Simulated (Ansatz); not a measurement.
# C2F4O: basis-set convergence

Aim: see how fast density functionals converge with the basis set for C2F4O.

The runs use Ansatz 0.2.0, Gaussian basis; one geometry, several basis sets.

Plan: PBE0-D4/def2-SVP; ωB97M-V/def2-SVP; PBE0-D4/def2-QZVPP; ωB97M-V/def2-QZVPP; the functionals' def2-TZVPP values are taken from earlier runs.

**1. Structure used throughout**

All runs share one geometry, relaxed beforehand with PBE0-D4 in a triple-zeta def2 set.

7 atoms, charge 0, spin multiplicity 1.

Atoms are counted from 1 here; the program's logs count them from 0.

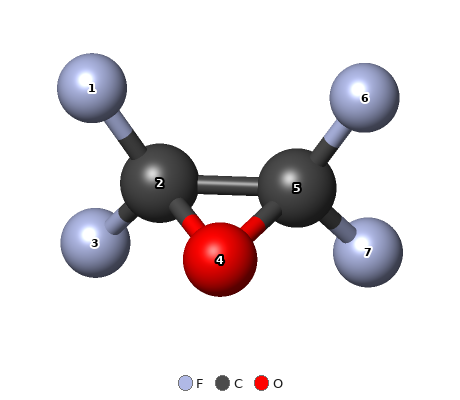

The structure; fluorine light blue, carbon dark grey, oxygen red; atoms are numbered from 1 in the order of the file.

**2. PBE0-D4 in def2-SVP**

The input, in.yaml:

```yaml
crystal:
  periodic: [false, false, false]
  atoms:
    - {symbol: F, position_ang: [-0.308058, -1.170472, 1.357953]}
    - {symbol: C, position_ang: [-0.119923, -0.707212, 0.138730]}
    - {symbol: F, position_ang: [-0.611672, -1.552368, -0.744673]}
    - {symbol: O, position_ang: [1.144563, -0.197788, -0.136382]}
    - {symbol: C, position_ang: [0.080193, 0.697284, -0.145254]}
    - {symbol: F, position_ang: [0.089851, 1.622257, 0.793280]}
    - {symbol: F, position_ang: [-0.213754, 1.240398, -1.309353]}
basis:
  gaussian: {orbitals: def2-SVP}
hamiltonian: {xc: pbe0, dispersion: d4}
output: {orbitals: {seedname: orbitals}}
```

The run is started by

```sh
> ansatz run in.yaml --threads 4 --pin off --events-out ev --progress --plain --max-ram 10444MiB
```

The program printed:

```text
Functional definition: PBE0
  name "PBE0"
  cite "Adamo & Barone, J. Chem. Phys. 110, 6158 (1999) doi:10.1063/1.478522"
  cite "Perdew, Burke & Ernzerhof, Phys. Rev. Lett. 77, 3865 (1996) doi:10.1103/PhysRevLett.77.3865"
  parent pbe
  parameter a = 0.25
  parameter kappa = 0.804
  parameter beta = 0.06672455060314922
  exchange = (1 - a)*pbe_x(kappa = kappa, mu = beta*pi^2/3) + a*exact_x
  correlation = pbe_c(beta = beta)
942 factors; integrals over basis functions are off by at most 1.0e-3 eV
mean field evaluation 1: about -14957.5250 eV, gradient 4.6e1 eV
mean field evaluation 2: about -14953.6919 eV, gradient 6.7e1 eV
mean field evaluation 4: about -14960.7017 eV, gradient 2.9e0 eV
mean field evaluation 8: about -14961.0292 eV, gradient 9.9e-2 eV
mean field evaluation 16: about -14961.0292 eV, gradient 1.4e-5 eV
mean field -14961.02922538 eV, -549.8076830828 hartree, gradient 1.4e-5 eV, S^2 0.000000; 0 other end points of the search recorded, 0 dependent functions left out
reference -14961.02923478 eV, -549.8076834282 hartree; 28, 28 occupied and 70, 70 virtual orbitals, 942 factors
Total energy: -14961.13307839 eV, -549.8114996105 hartree
```

Run time: 0.55 s. Hardware: 4 threads of Intel Xeon 6975P-C, shared host.

**3. ωB97M-V in def2-SVP**

in.yaml: that of step 2 with these lines changed.

```diff
@@ -12,3 +12,3 @@
   gaussian: {orbitals: def2-SVP}
-hamiltonian: {xc: pbe0, dispersion: d4}
+hamiltonian: {xc: {name: wB97M-V}}
 output: {orbitals: {seedname: orbitals}}
```

Launched as before.

The program printed, cut to the lines that bear on the results:

```text
Functional definition: wB97M-V
  name "wB97M-V"
  cite "Mardirossian & Head-Gordon, J. Chem. Phys. 144, 214110 (2016) doi:10.1063/1.4952647"
  cite "Becke, J. Chem. Phys. 107, 8554 (1997) doi:10.1063/1.475007"
  cite "Vydrov & Van Voorhis, J. Chem. Phys. 133, 244103 (2010) doi:10.1063/1.3521275"
  # Of w^i u^j: cxij and so on, Table III.
[...]
  gx(w, u) = 1 - cx + cx01*u + cx10*w
  gss(w, u) = css00 + css04*u^4 + css10*w + css20*w^2 + css43*w^4*u^3
  gos(w, u) = cos00 + cos10*w + (cos20 + cos21*u)*w^2 + (cos60 + cos61*u)*w^6
[...]
      + integral(e_c_pw_mod_opposite_spin*gos(b97_w_opposite, b97_u_opposite)) + vv10(b, c)
942 factors; integrals over basis functions are off by at most 1.0e-3 eV
170 factors; integrals over basis functions are off by at most 2.0e-6 eV
[...]
mean field -14971.93014639 eV, -550.2082845412 hartree, gradient 3.7e-5 eV, S^2 0.000000; 0 other end points of the search recorded, 0 dependent functions left out
reference -14971.93016284 eV, -550.2082851455 hartree; 28, 28 occupied and 70, 70 virtual orbitals, 942 factors
Total energy: -14971.93016284 eV, -550.2082851455 hartree
```

Run time: 1.6 s. Hardware: 4 threads of Intel Xeon 6975P-C, shared host.

**4. PBE0-D4 in def2-QZVPP**

in.yaml: that of step 3 with these lines changed.

```diff
@@ -11,4 +11,4 @@
 basis:
-  gaussian: {orbitals: def2-SVP}
-hamiltonian: {xc: {name: wB97M-V}}
+  gaussian: {orbitals: "def2-QZVPP.json"}
+hamiltonian: {xc: pbe0, dispersion: d4}
 output: {orbitals: {seedname: orbitals}}
```

The command is unchanged.

The program printed:

```text
Functional definition: PBE0
  name "PBE0"
  cite "Adamo & Barone, J. Chem. Phys. 110, 6158 (1999) doi:10.1063/1.478522"
  cite "Perdew, Burke & Ernzerhof, Phys. Rev. Lett. 77, 3865 (1996) doi:10.1103/PhysRevLett.77.3865"
  parent pbe
  parameter a = 0.25
  parameter kappa = 0.804
  parameter beta = 0.06672455060314922
  exchange = (1 - a)*pbe_x(kappa = kappa, mu = beta*pi^2/3) + a*exact_x
  correlation = pbe_c(beta = beta)
1260 factors; their error is unknown
mean field evaluation 1: about -14976.3786 eV, gradient 5.0e1 eV
mean field evaluation 2: about -14972.6522 eV, gradient 7.0e1 eV
mean field evaluation 4: about -14979.7111 eV, gradient 3.0e0 eV
mean field evaluation 8: about -14979.7242 eV, gradient 1.5e-2 eV
mean field evaluation 16: about -14979.7270 eV, gradient 9.1e-5 eV
mean field -14979.72699561 eV, -550.4948134651 hartree, gradient 4.9e-6 eV, S^2 0.000000; 0 other end points of the search recorded, 0 dependent functions left out
reference -14979.72701775 eV, -550.4948142788 hartree; 28, 28 occupied and 371, 371 virtual orbitals, 1260 factors
Total energy: -14979.83086136 eV, -550.4986304611 hartree
```

Run time: 3.2 s. Hardware: 4 threads of Intel Xeon 6975P-C, shared host; peak memory 1.2 GiB.

**5. ωB97M-V in def2-QZVPP**

in.yaml: that of step 4 with these lines changed.

```diff
@@ -12,3 +12,3 @@
   gaussian: {orbitals: "def2-QZVPP.json"}
-hamiltonian: {xc: pbe0, dispersion: d4}
+hamiltonian: {xc: {name: wB97M-V}}
 output: {orbitals: {seedname: orbitals}}
```

Launched as before.

The program printed, cut to the lines that bear on the results:

```text
Functional definition: wB97M-V
  name "wB97M-V"
  cite "Mardirossian & Head-Gordon, J. Chem. Phys. 144, 214110 (2016) doi:10.1063/1.4952647"
  cite "Becke, J. Chem. Phys. 107, 8554 (1997) doi:10.1063/1.475007"
  cite "Vydrov & Van Voorhis, J. Chem. Phys. 133, 244103 (2010) doi:10.1063/1.3521275"
  # Of w^i u^j: cxij and so on, Table III.
[...]
  gx(w, u) = 1 - cx + cx01*u + cx10*w
  gss(w, u) = css00 + css04*u^4 + css10*w + css20*w^2 + css43*w^4*u^3
  gos(w, u) = cos00 + cos10*w + (cos20 + cos21*u)*w^2 + (cos60 + cos61*u)*w^6
[...]
      + integral(e_c_pw_mod_opposite_spin*gos(b97_w_opposite, b97_u_opposite)) + vv10(b, c)
1260 factors; their error is unknown
225 factors; integrals over basis functions are off by at most 3.9e-6 eV
[...]
mean field -14990.91965366 eV, -550.9061360616 hartree, gradient 2.1e-5 eV, S^2 0.000000; 0 other end points of the search recorded, 0 dependent functions left out
reference -14990.91968934 eV, -550.9061373728 hartree; 28, 28 occupied and 371, 371 virtual orbitals, 1260 factors
Total energy: -14990.91968934 eV, -550.9061373728 hartree
```

Run time: 6.5 s. Hardware: 4 threads of Intel Xeon 6975P-C, shared host; peak memory 1.4 GiB.

**6. Functionals by basis**

The def2-TZVPP values come from earlier runs at the same geometry.

| functional | basis | functions | energy (eV) | from the largest (eV) | HOMO (eV) | LUMO (eV) |
| --- | --- | --- | --- | --- | --- | --- |
| PBE0-D4 | def2-SVP | 98 | -14961.1331 | 18.698 | -9.80 | 2.88 |
| PBE0-D4 | def2-TZVPP | 217 | -14979.0803 | 0.751 | -9.91 | 1.91 |
| PBE0-D4 | def2-QZVPP | 399 | -14979.8309 | 0.000 | -9.96 | 1.56 |
| ωB97M-V | def2-SVP | 98 | -14971.9302 | 18.990 | -12.14 | 5.36 |
| ωB97M-V | def2-TZVPP | 217 | -14990.2191 | 0.701 | -12.28 | 3.57 |
| ωB97M-V | def2-QZVPP | 399 | -14990.9197 | 0.000 | -12.33 | 2.97 |

**7. What came out**

| quantity | value |
| --- | --- |
| PBE0-D4: double and triple zeta above quadruple | 18.70, 0.75 eV |
| ωB97M-V: double and triple zeta above quadruple | 18.99, 0.70 eV |

What this shows: For PBE0-D4 the step from double to triple zeta gains 17.95 eV and the next only 0.75 eV. Total energies overstate the basis error of differences, where much of it tends to cancel. The LUMO of ωB97M-V is positive and keeps falling with the basis (5.36 to 2.97 eV): an unbound level that the basis holds in place.

For PBE0-D4 the largest set took about 6 times as long as the smallest (3.2 s against 0.55 s).
